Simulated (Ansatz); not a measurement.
# doublet H3NO+: levels of theory compared

We compute a comparison of 3 runs (UBLYP/STO-3G, USVWN5/STO-3G, UCCSDTQ/STO-3G) of doublet H3NO+. 

The results are computed with Ansatz 0.2.0.

51 further runs of the same task are left out: 1 that didn't finish, 50 set aside as unsound or not needed.

### Step 1. Starting point

H3NO+ has 5 atoms, charge +1, and is taken as a doublet. As SMILES of the parent species, `NO`. The shape is that of a GFN2-xTB optimisation. This is one conformer, not always the lowest. That shape belongs to the parent species and isn't relaxed for this state.

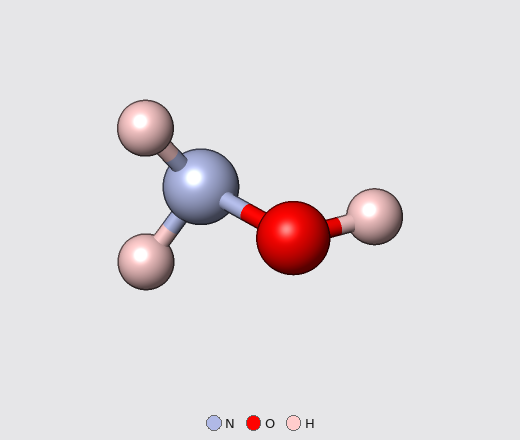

The structure, seen from a chosen angle (nitrogen light blue, oxygen red, hydrogen pink).

### Step 2. The energy at UBLYP/STO-3G (run 1)

The input, molecule.yaml:

```yaml
crystal:
  periodic: [false, false, false]
  atoms:
    - symbol: N
      position_ang: [-0.178910, -0.366440, -0.312920]
    - symbol: O
      position_ang: [0.371730, 0.674250, 0.501760]
    - symbol: H
      position_ang: [-0.161770, -1.206140, 0.265260]
    - symbol: H
      position_ang: [-1.156690, -0.114310, -0.454620]
    - symbol: H
      position_ang: [1.125640, 1.012630, 0.000530]
basis:
  gaussian:
    orbitals: STO-3G
magnetization:
  spin_polarized: true
  initial_magnetization: 1
hamiltonian:
  xc: {name: BLYP}
total_charge: 1
accuracy: high
```

On the command line:

```console
$ ansatz run molecule.yaml --threads 1 --pin off --max-ram 2610MiB --events-out events.jsonl --progress --plain --runs-dir runs
```

Standard output:

```text
Warning: RAYON_NUM_THREADS=1 ignored (pool sized by the plan → 1); use --threads N
Functional definition: BLYP
  name "BLYP"
  parameter beta = 0.0042
  parameter a = 0.04918
  parameter b = 0.132
  parameter c = 0.2533
  parameter d = 0.349
  exchange = b88_x(beta = beta)
  correlation = lyp_c(a = a, b = b, c = c, d = d)
209 factors; integrals over basis functions are off by at most 3.8e-8 eV
mean field evaluation 1: about -3523.7896 eV, gradient 1.7e1 eV
mean field evaluation 2: about -3512.7183 eV, gradient 4.3e1 eV
mean field evaluation 4: about -3522.5902 eV, gradient 1.9e1 eV
mean field evaluation 8: about -3525.1687 eV, gradient 9.5e0 eV
mean field evaluation 16: about -3525.7544 eV, gradient 6.5e-5 eV
mean field evaluation 32: about -3525.4984 eV, gradient 2.5e0 eV
mean field -3525.75442848 eV, -129.5690854043 hartree, gradient 8.6e-8 eV, S^2 0.751989; 3 other end points of the search recorded, 0 dependent functions left out
reference -3525.75446089 eV, -129.5690865955 hartree; 9, 8 occupied and 4, 5 virtual orbitals, 209 factors
Total energy: -3525.75446089 eV, -129.5690865955 hartree
```

Wall time 2.3 s (1 thread of Arm Neoverse V1, shared host); peak memory 0.11 GiB.

### Step 3. A single-point energy at USVWN5/STO-3G (run 2)

The input, molecule.yaml:

```yaml
crystal:
  periodic: [false, false, false]
  atoms:
    - {symbol: "N", position_ang: [-0.178910, -0.366440, -0.312920]}
    - {symbol: O, position_ang: [0.371730, 0.674250, 0.501760]}
    - {symbol: H, position_ang: [-0.161770, -1.206140, 0.265260]}
    - {symbol: H, position_ang: [-1.156690, -0.114310, -0.454620]}
    - {symbol: H, position_ang: [1.125640, 1.012630, 0.000530]}
basis:
  gaussian: {orbitals: STO-3G}
accuracy: high
magnetization: {spin_polarized: true, initial_magnetization: 1}
total_charge: 1
hamiltonian: {xc: {name: SVWN5}}
```

On the command line:

```console
$ ansatz run molecule.yaml --threads 1 --pin off --max-ram 2610MiB --events-out events.jsonl --progress --plain --runs-dir runs
```

Standard output:

```text
Warning: RAYON_NUM_THREADS=1 ignored (pool sized by the plan → 1); use --threads N
Functional definition: SVWN5
  name "SVWN5"
  exchange = slater_x
  correlation = vwn5_c
209 factors; integrals over basis functions are off by at most 3.8e-8 eV
mean field evaluation 1: about -3497.4958 eV, gradient 1.6e1 eV
mean field evaluation 2: about -3487.0599 eV, gradient 4.2e1 eV
mean field evaluation 4: about -3496.1567 eV, gradient 1.9e1 eV
mean field evaluation 8: about -3498.7308 eV, gradient 1.1e1 eV
mean field evaluation 16: about -3499.4275 eV, gradient 5.9e-6 eV
mean field -3499.42748382 eV, -128.6015880334 hartree, gradient 5.9e-8 eV, S^2 0.750955; 3 other end points of the search recorded, 0 dependent functions left out
reference -3499.42748545 eV, -128.6015880932 hartree; 9, 8 occupied and 4, 5 virtual orbitals, 209 factors
Total energy: -3499.42748545 eV, -128.6015880932 hartree
```

Run time: 1.2 s. Hardware: 1 thread of Arm Neoverse V1, shared host; peak memory 0.095 GiB.

### Step 4. The energy at UCCSDTQ/STO-3G (run 3)

The input, in.yaml:

```yaml
basis:
  gaussian: {orbitals: STO-3G}
crystal:
  periodic: [false, false, false]
  atoms:
    - {symbol: "N", position_ang: [-0.178910, -0.366440, -0.312920]}
    - {symbol: O, position_ang: [0.371730, 0.674250, 0.501760]}
    - {symbol: H, position_ang: [-0.161770, -1.206140, 0.265260]}
    - {symbol: H, position_ang: [-1.156690, -0.114310, -0.454620]}
    - {symbol: H, position_ang: [1.125640, 1.012630, 0.000530]}
total_charge: 1
magnetization: {spin_polarized: true, initial_magnetization: 1}
correlation: {method: ccsdtq, frozen_orbitals: {H: 0, "N": 1, O: 1}}
accuracy: high
scf: {omitted_lower_state_checks: [cluster_reference, increment]}
```

On the command line:

```console
$ ansatz run in.yaml --threads 1 --pin off --max-ram 2610MiB --events-out events.jsonl --progress --plain --runs-dir runs
```

Standard output:

```text
Warning: RAYON_NUM_THREADS=1 ignored (pool sized by the plan → 1); use --threads N
[... 12 lines left out ...]
2 core orbitals not correlated: weight in the atoms' cores, before any rotation towards them, 1.000 or more for the frozen orbitals, at most 0.000 for the correlated occupied ones
[... 41 lines left out ...]
Total energy: -3513.16094512 eV, -129.1062834273 hartree
Checks for a lower state left out: cluster_reference, increment
```

Run time: 31 s. Hardware: 1 thread of Arm Neoverse V1, shared host; peak memory 0.25 GiB.

### Step 5. The series

| run | level | frozen core orbitals | energy (Eh) | ⟨S²⟩ | wall time |
| --- | --- | --- | --- | --- | --- |
| 1 | UBLYP/STO-3G | – | -129.569087 | 0.752 | 2.3 s |
| 2 | USVWN5/STO-3G | – | -128.601588 | 0.751 | 1.2 s |
| 3 | UCCSDTQ/STO-3G | 2 | -129.106283 | 0.760 | 31 s |

### Step 6. What came out

| quantity | value |
| --- | --- |
| run 3: total energy | -129.10628 Eh |
| run 3: correlation energy (2 core orbitals frozen) | -118.3 mEh |
| run 3: ⟨S²⟩ of the reference determinant | 0.760 |
| run 3: T1 diagnostic | 0.025 |

**Reading.** Totals of different functionals can't be ranked against each other. In runs 1, 2, 3 the basis is minimal, so the values are rough. All runs together took 35 s, the longest 31 s.
